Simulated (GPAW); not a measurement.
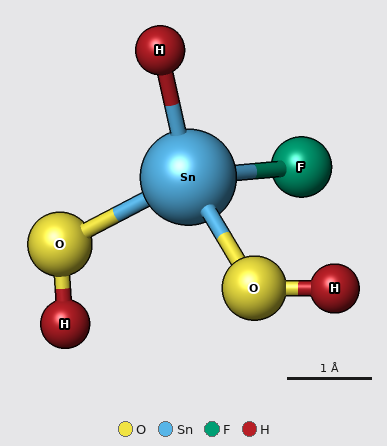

**Figure 1.** The structure as given in the input (ball-and-stick view, seen at a tilt). Sticks mark near contacts. Bond lengths as drawn: F–Sn 1.93 Å, H–O 0.96 Å, H–Sn 1.64 Å and O–Sn 1.89 to 1.91 Å.

**Property calculation, with input and output: SnH$_{3}$O$_{2}$F (charge −2)**

SnH$_{3}$O$_{2}$F, charge −2, computed with PBE/real-space grid, scalar-relativistic datasets (GPAW 26.7.0).

Some settings of this run were made unusual or wrong on purpose. The geometry comes from this level: GFN2-xTB.

Output
```
__  _  _
 | _ |_)|_||  |
 |__||  | ||/\| - 26.7.0

units:  Angstrom and eV
cores:  1
OpenMP: False

Versions:
  Python: 3.12.14
  ASE:    3.29.0
  Numpy:  2.5.5
  Scipy:  1.18.1
  Libxc:  7.0.0

        _gpaw.cpython-312-x86_64-linux-gnu.so

Input parameters:
  mode=FD(),
  charge=-2,
  h=0.2,
  maxiter=69,
  xc=XC(name='PBE')

Diagonalizing LCAO Hamiltonian
Converting LCAO to fd mode
        .-----------------------------.
       /|                             |
      / |                             |
     /  |                             |
    /   |                             |
   /    |                             |
  /     |                             |
 *      |                             |
 |      |         H                   |
 |      |                             |
 |      |                             |
 |      |          Sn  O              |
 |      |      FH O    H              |
 |      |                             |
 |      |                             |
 |      .-----------------------------.
 |     /                             /
 |    /                             /
 |   /                             /
 |  /                             /
 | /                             /
 |/                             /
 *-----------------------------*

Atoms  # Å, Bohr magnetons
|   | symbol |        x |        y |        z |    initial magnetic moments |
|---|--------|----------|----------|----------|-----------------------------|
| 0 |      O | 5.410530 | 7.001320 | 4.845580 | ( 0.0000,  0.0000,  0.0000) |
| 1 |     Sn | 5.730500 | 5.952770 | 6.414840 | ( 0.0000,  0.0000,  0.0000) |
| 2 |      O | 7.484860 | 5.264510 | 6.248830 | ( 0.0000,  0.0000,  0.0000) |
| 3 |      F | 4.500000 | 4.500000 | 6.114090 | ( 0.0000,  0.0000,  0.0000) |
| 4 |      H | 4.517280 | 6.955640 | 4.500000 | ( 0.0000,  0.0000,  0.0000) |
| 5 |      H | 5.474630 | 6.552440 | 7.921930 | ( 0.0000,  0.0000,  0.0000) |
| 6 |      H | 7.772130 | 5.115260 | 5.345160 | ( 0.0000,  0.0000,  0.0000) |

Unit cell  # Å
| periodic |         x |         y |         z |   lengths |    angles |
|----------|-----------|-----------|-----------|-----------|-----------|
|       no | 12.272130 |  0.000000 |  0.000000 | 12.272130 | 90.000000 |
|       no |  0.000000 | 11.501320 |  0.000000 | 11.501320 | 90.000000 |
|       no |  0.000000 |  0.000000 | 12.421930 | 12.421930 | 90.000000 |

Number of symmetries: 1
Symmetry operations  # r_c * U_cc + t_c -> r_c
|   | kind |            matrix            |
|---|------|------------------------------|
| 0 |  E   |  1, 0, 0,  0, 1, 0,  0, 0, 1 |

BZ-sampling:
  Number of BZ points: 1
  Number of IBZ points: 1

  Monkhorst-Pack size: [1, 1, 1]
  Monkhorst-Pack shift: [0, 0, 0]

K-points  # in reciprocal-cell coordinates
|   |                                coordinates |     weight |
|---|--------------------------------------------|------------|
| 0 | (  0.00000000,   0.00000000,   0.00000000) | 1.00000000 |

Uniform wave function grid shape: (np.int64(59), np.int64(55), np.int64(63))
Spin-components: 1 (collinear spins)
Bands:           24
Projectors:      30
Spin-degeneracy: 2
Datatype:        float64

  Storage: CPU
  Wave functions: 39_251_520 bytes (39_251_520 per core)

Parallelization:
  kpt:    1
  domain: 1
  band:   1

Density:
  Valence electrons: 36.0
  Components: 1
  Grid points: [60 56 64]
  Charge: -2.0  # |e|

Potential:
  Grid points: [60 56 64]

species:
  O:
    name:    Oxygen
    Z:       8.0
    valence: 6
    core:    2
    charge:  0.0  # [|e|]
    file:    O.PBE.gz
    compensation charges:
      type: gauss
      rc: 0.21  # [Å]
      lmax: 2
    cutoffs:
      filter: 1.17  # [Å]
      core: 0.83  # [Å]
    projectors
    | kind |    occ | energy [eV] | rcut [Å] |
    |------|--------|-------------|----------|
    |   2s |  2.000 |     -23.961 |    0.688 |
    |   2p |  4.000 |      -9.029 |    0.598 |
    |    s |        |       3.251 |    0.688 |
    |    p |        |      18.182 |    0.598 |
    |    d |        |       0.000 |    0.619 |

    Using partial waves for O as LCAO basis

  Sn:
    name:    Tin
    Z:       50.0
    valence: 14
    core:    36
    charge:  0.0  # [|e|]
    file:    Sn.PBE.gz
    compensation charges:
      type: gauss
      rc: 0.38  # [Å]
      lmax: 2
    cutoffs:
      filter: 2.23  # [Å]
      core: 2.35  # [Å]
    projectors
    | kind |    occ | energy [eV] | rcut [Å] |
    |------|--------|-------------|----------|
    |   5s |  2.000 |     -10.538 |    1.201 |
    |   5p |  2.000 |      -3.696 |    1.270 |
    |   4d | 10.000 |     -25.845 |    1.185 |
    |    s |        |      16.674 |    1.201 |
    |    p |        |      23.515 |    1.270 |
    |    d |        |       1.367 |    1.185 |

    Using partial waves for Sn as LCAO basis

  F:
    name:    Fluorine
    Z:       9.0
    valence: 7
    core:    2
    charge:  0.0  # [|e|]
    file:    F.PBE.gz
    compensation charges:
      type: gauss
      rc: 0.20  # [Å]
      lmax: 2
    cutoffs:
      filter: 1.14  # [Å]
      core: 0.74  # [Å]
    projectors
    | kind |    occ | energy [eV] | rcut [Å] |
    |------|--------|-------------|----------|
    |   2s |  2.000 |     -29.898 |    0.635 |
    |   2p |  5.000 |     -11.110 |    0.635 |
    |    s |        |      -2.687 |    0.635 |
    |    p |        |      16.102 |    0.635 |
    |    d |        |       0.000 |    0.635 |

    Using partial waves for F as LCAO basis

  H:
    name:    Hydrogen
    Z:       1.0
    valence: 1
    core:    0
    charge:  0.0  # [|e|]
    file:    H.PBE.gz
    compensation charges:
      type: gauss
      rc: 0.15  # [Å]
      lmax: 2
    cutoffs:
      filter: 0.85  # [Å]
      core: 0.53  # [Å]
    projectors
    | kind |    occ | energy [eV] | rcut [Å] |
    |------|--------|-------------|----------|
    |   1s |  1.000 |      -6.494 |    0.476 |
    |    s |        |      20.717 |    0.476 |
    |    p |        |       0.000 |    0.476 |

    Using partial waves for H as LCAO basis

Reference energy: -174843.949181  # eV

eigensolver:
  PPCG
  Converge bands: occupied
  niter=2

density mixing:
  MSR1-Mixer
  Pratt-step length: 0.05
  Maximum mixing coefficient: 0.75
  Old densities: 10
  SVD Regularization: 0.005
  Good broyden scale: 1.0
  Trust region scale: 1.0
  Backstep threshold: 4.0
  History deletion threshold: 6.0
  Fourier metric: weight=20.0, sigma=0.015

occupation numbers:
  # Zero width

FastPoissonSolver using
    Stencil: 6*3+1=19 point O(h^6) finite-difference Laplacian
    FFT axes: []
    FST axes: [np.int64(1), np.int64(0), np.int64(2)]

xc functional:
  name: PBE with 2 nearest neighbor stencil
interpolation: tri-quintic # 5. degree polynomial

Initialization done in: 2.400 s

convergence criteria:
- Maximum [total energy] change in last 3 cyles: 0.0005 eV / valence electron
- Maximum integral of absolute [dens]ity change: 0.0001 electrons / valence electron
- Maximum integral of absolute [eigenst]ate change: 4e-08 eV^2 / valence electron
maximum number of iterations: 69

SCF iterations
|iter     |     time |      energy | eigst |  dens |
|---------|----------|-------------|-------|-------|
|iter:   1| 00:00:04 |  -30.622468 | +1.12 |       |
|iter:   2| 00:00:06 |  -32.315794 | +0.81 | -0.91 |
|iter:   3| 00:00:07 |-5544692.216689 | +6.26 | -0.89 |
|iter:   4| 00:00:09 |   11.865966 | +2.49 | +2.04 |
|iter:   5| 00:00:10 |  -19.887809 | +2.31 | -0.34 |
|iter:   6| 00:00:12 |  -29.972692 | +1.61 | -1.04 |
|iter:   7| 00:00:13 |  -30.680562 | +0.82 | -1.10 |
|iter:   8| 00:00:15 |  -30.582279 | +0.23 | -1.15 |
|iter:   9| 00:00:17 |  -30.204244 | -0.13 | -1.22 |
|iter:  10| 00:00:18 |  -30.393336 | -0.38 | -1.47 |
|iter:  11| 00:00:20 |  -30.255364 | -0.40 | -1.33 |
|iter:  12| 00:00:22 |  -30.248992 | -0.78 | -1.78 |
|iter:  13| 00:00:23 |  -30.282164 | -1.01 | -1.98 |
|iter:  14| 00:00:25 |  -30.255693 | -1.43 | -1.83 |
|iter:  15| 00:00:27 |  -30.259173 | -1.94 | -2.33 |
|iter:  16| 00:00:29 |  -30.255933c| -1.99 | -2.30 |
|iter:  17| 00:00:30 |  -30.256403c| -2.44 | -2.76 |
|iter:  18| 00:00:32 |  -30.254498c| -2.60 | -3.01 |
|iter:  19| 00:00:34 |  -30.255385c| -3.02 | -3.21 |
|iter:  20| 00:00:35 |  -30.254037c| -3.01 | -3.30 |
|iter:  21| 00:00:37 |  -30.254675c| -3.52 | -3.48 |
|iter:  22| 00:00:39 |  -30.253925c| -3.55 | -3.54 |
|iter:  23| 00:00:40 |  -30.254158c| -4.02 | -3.87 |
|iter:  24| 00:00:42 |  -30.254076c| -4.18 | -3.91 |
|iter:  25| 00:00:44 |  -30.253945c| -4.41 | -4.01c|
|iter:  26| 00:00:46 |  -30.254063c| -4.73 | -4.33c|
|iter:  27| 00:00:47 |  -30.253903c| -4.59 | -4.04c|
|iter:  28| 00:00:49 |  -30.253816c| -4.97 | -4.31c|
|iter:  29| 00:00:51 |  -30.253953c| -5.29 | -4.16c|
|iter:  30| 00:00:52 |  -30.253998c| -5.45 | -4.15c|
|iter:  31| 00:00:54 |  -30.254023c| -5.68 | -4.01c|
|iter:  32| 00:00:56 |  -30.253907c| -5.33 | -3.95 |
|iter:  33| 00:00:58 |  -30.253897c| -5.59 | -4.44c|
|iter:  34| 00:00:59 |  -30.253894c| -5.91 | -4.79c|
|iter:  35| 00:01:01 |  -30.253894c| -6.03 | -4.56c|
|iter:  36| 00:01:03 |  -30.253874c| -6.14 | -4.61c|
|iter:  37| 00:01:04 |  -30.253858c| -6.07 | -5.05c|
|iter:  38| 00:01:06 |  -30.253868c| -6.47 | -4.91c|
|iter:  39| 00:01:08 |  -30.253865c| -6.64 | -5.10c|
|iter:  40| 00:01:09 |  -30.253865c| -6.89 | -5.18c|
|iter:  41| 00:01:11 |  -30.253867c| -7.08 | -5.25c|
|iter:  42| 00:01:13 |  -30.253866c| -7.24 | -5.04c|
|iter:  43| 00:01:15 |  -30.253863c| -7.23 | -5.12c|
|iter:  44| 00:01:16 |  -30.253866c| -7.55c| -5.44c|

Converged in 44 steps
SCF loop duration: 73.616 s (1.673 s/step)
Energy contributions relative to reference atoms: (reference = -174843.949181)

Energy contributions:
  Kinetic:          69.030888
  Coulomb:         -59.759848
  Zero:              1.440098
  External:          0.000000
  Xc:              -40.965004
  Entropy:           0.000000
  Spinorbit:         0.000000
  ----------------------------
  Free energy:     -30.253866
  Extrapolated:    -30.253866

dipole moment: (-12.484074, -11.430077, -9.134463)  # |e|*Ang

Fermi level: 4.960
Eigenvalues  # (at kpt = [0.000, 0.000, 0.000])
| band index |      eig [eV] | occ [0-2] |
|------------|---------------|-----------|
|          0 |       -20.923 |     2.000 |
|        ... |               |           |
|         11 |        -2.289 |     2.000 |
|         12 |        -1.573 |     2.000 |
|         13 |        -1.378 |     2.000 |
|         14 |        -0.782 |     2.000 |
|         15 |        -0.333 |     2.000 |
|         16 |         0.021 |     2.000 |
|         17 |         0.388 |     2.000 |
|         18 |         4.777 |     2.000 |
|         19 |         5.143 |     0.000 |
|         20 |         5.373 |     0.000 |
|         21 |         5.480 |     0.000 |
|         22 |         5.644 |     0.000 |
|         23 |         5.897 |     0.000 |

Gap: 0.366 eV
Transition (v -> c):
  (s=0, k=0, n=18, [0.00, 0.00, 0.00]) -> (s=0, k=0, n=19, [0.00, 0.00, 0.00])
No difference between direct/indirect transitions
vacuum-level: 0.000  # V
Energy = -30.25387 eV

Forces  # eV/Ang
|        x |        y |        z |
|----------|----------|----------|
|  0.88432 |  1.41457 | -1.04739 |  # O    0
| -0.70448 |  0.04273 | -0.73588 |  # Sn   1
|  2.16724 | -0.74881 |  1.21220 |  # O    2
| -0.98604 | -1.44167 |  0.19492 |  # F    3
| -1.23837 | -0.08852 | -0.47268 |  # H    4
| -0.34775 |  0.61961 |  1.96073 |  # H    5
|  0.22549 | -0.14413 | -1.02068 |  # H    6

Force computation time: 0.068  # s
Forces (eV/Ang)
O     0.8843    1.4146   -1.0474
Sn   -0.7045    0.0427   -0.7359
O     2.1672   -0.7488    1.2122
F    -0.9860   -1.4417    0.1949
H    -1.2384   -0.0885   -0.4727
H    -0.3478    0.6196    1.9607
H     0.2255   -0.1441   -1.0207
HOMO                    4.777 eV
LUMO: 5.143 eV
Gap = 0.366 eV
```

The run was set up as follows.

The input (molecule_sp.py)
```python
from ase.io import read
from gpaw import GPAW

# Geometry
mol = read('molecule.xyz')
mol.center(vacuum=4.5)

# GPAW settings
calc = GPAW(mode='fd', h=0.2, xc='PBE', charge=-2, maxiter=69, txt='-')
mol.calc = calc

energy = mol.get_potential_energy()
print(f'Energy = {energy:.5f} eV')
forces = mol.get_forces()
print('Forces (eV/Ang)')
for symbol, f in zip(mol.symbols, forces):
    print(f'{symbol:2} {f[0]:9.4f} {f[1]:9.4f} {f[2]:9.4f}')
homo, lumo = calc.get_homo_lumo()
print(f'HOMO                    {homo:.3f} eV')
print(f'LUMO: {lumo:.3f} eV')
print(f'Gap = {lumo - homo:.3f} eV')
```

File molecule.xyz
```
7

O     -0.430890     1.095330    -1.067340
Sn    -0.110920     0.046780     0.501920
O      1.643440    -0.641480     0.335910
F     -1.341420    -1.405990     0.201170
H     -1.324140     1.049650    -1.412920
H     -0.366790     0.646450     2.009010
H      1.930710    -0.790730    -0.567760
```

Launched with:
```bash
python molecule_sp.py > molecule_sp.log
```

What the run reported

```json
{"quantity": "outcome", "value": "converged"}
{"quantity": "energy relative to the program's reference atoms", "value": "−30.2539 eV"}
{"quantity": "largest force", "value": "2.594 eV/Å"}
{"quantity": "HOMO", "value": "4.78 eV"}
{"quantity": "LUMO", "value": "5.14 eV"}
{"quantity": "hardware", "value": "1 thread of Intel Xeon (Granite Rapids), 12 GiB of memory available, shared host"}
{"quantity": "wall time", "value": "77 s"}
{"quantity": "peak memory", "value": "0.79 GiB"}
```

Diagnosis

Some settings of this run were drawn to be unusual or wrong (charge set to -2). It converged; results that depend on the unusual settings are not reference values. Further notes kept with the run: highest occupied level above vacuum.
